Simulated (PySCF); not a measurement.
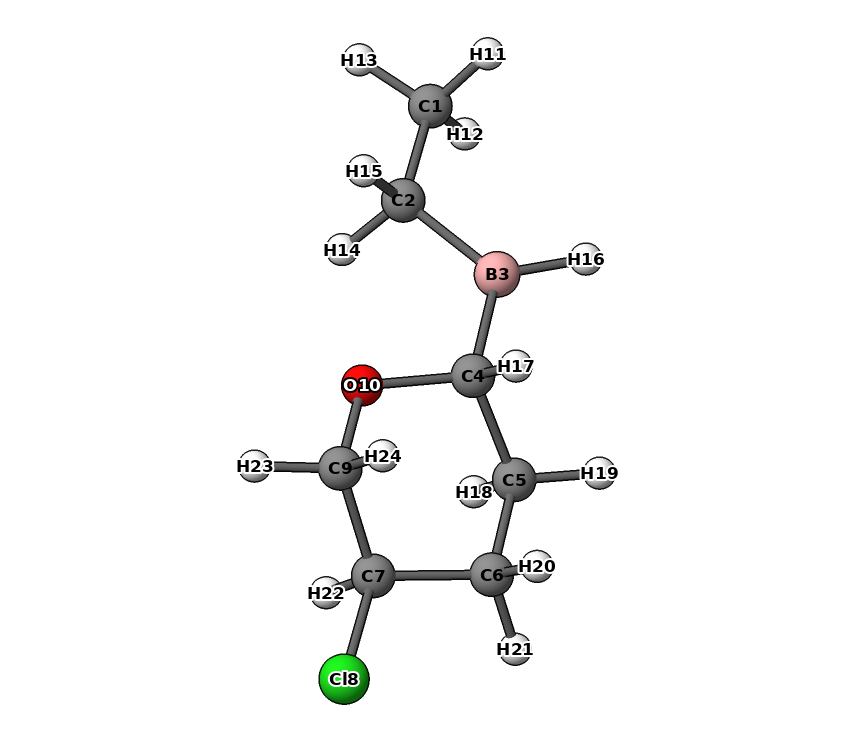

The questions are on isotropic NMR shieldings of the C atoms. The computed structure is the end point of a GFN2-xTB optimisation. No frequency run is at hand to confirm it as a minimum. Method: GIAO PBE0/pcSseg-1 NMR shielding, non-relativistic, gas phase (PySCF 2.14.0).

Question: Which C atom is the most shielded (lowest chemical shift)?

Answer: C1 (173.7 ppm).

Question: Which C atom is the least shielded (highest chemical shift)?

Answer: C4 (101.5 ppm).

Question: How wide is the range of C shifts?

Answer: 72.2 ppm.

List the isotropic NMR shieldings of the C atoms.

| atom | σ (ppm) |
| --- | --- |
| C1 | 173.7 |
| C2 | 162.7 |
| C4 | 101.5 |
| C5 | 156.8 |
| C6 | 145.9 |
| C7 | 126.7 |
| C9 | 108.4 |

The geometry is semi-empirical. Around B such bond lengths and angles can be off by a tenth of an ångström or more and by several degrees, and values that hang on the shape move with them.
